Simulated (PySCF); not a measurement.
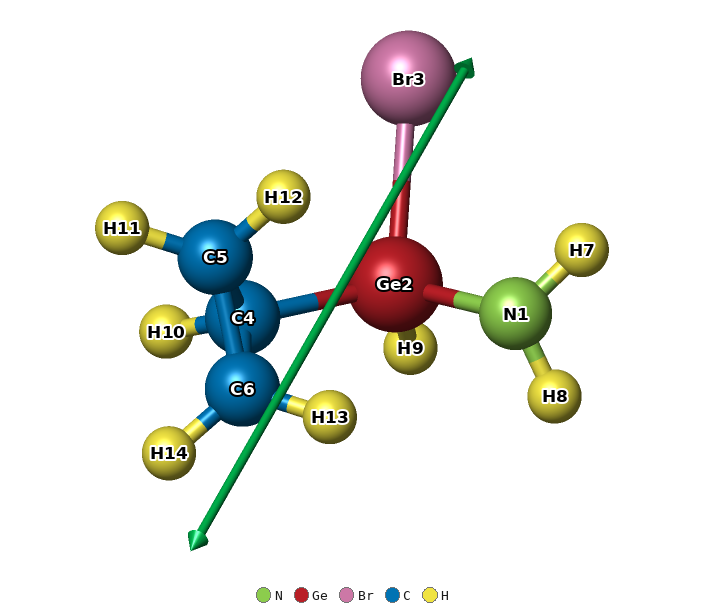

The double arrow shows the direction of the transition dipole to excited singlet state 6 (its length means nothing). Computed geometry: PBE0-D3(BJ)/def2-SVP optimisation. No frequency run is at hand to confirm it as a minimum. Level of theory: TDDFT PBE0/6-31G*, vertical, gas phase, core orbitals frozen in the response (PySCF 2.14.0).

### How is the transition polarised?

Close to the long direction Br3···C6.

### Where does the transition lie, and how strong is it?

7.56 eV (164 nm), oscillator strength 0.11, mainly HOMO−4 → LUMO (weight 0.83); transition dipole 1.95 D.
